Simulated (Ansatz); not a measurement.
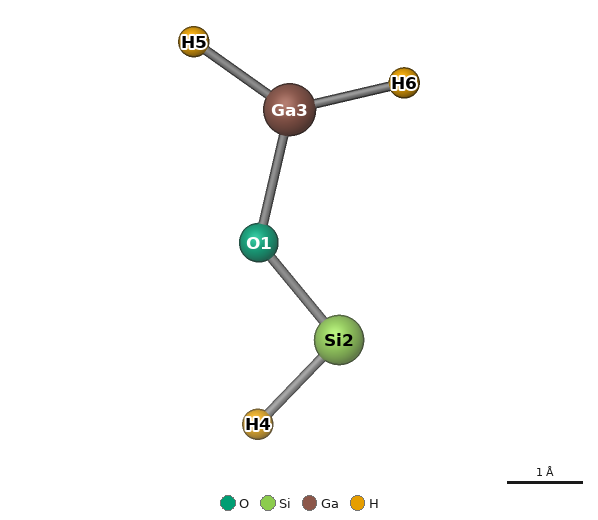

Orthographic view. Distant atoms are faded towards the background colour. Computed geometry: PBE-D4/def2-SVP optimisation. No frequency run is at hand to confirm it as a minimum.

List all interatomic distances (Å) as a matrix.

| atom | O1 | Si2 | Ga3 | H4 | H5 | H6 |
| --- | --- | --- | --- | --- | --- | --- |
| O1 | 0.00 |  |  |  |  |  |
| Si2 | 1.69 | 0.00 |  |  |  |  |
| Ga3 | 1.83 | 3.16 | 0.00 |  |  |  |
| H4 | 2.43 | 1.56 | 4.24 | 0.00 |  |  |
| H5 | 2.83 | 4.44 | 1.57 | 5.19 | 0.00 |  |
| H6 | 2.90 | 3.57 | 1.57 | 4.98 | 2.86 | 0.00 |
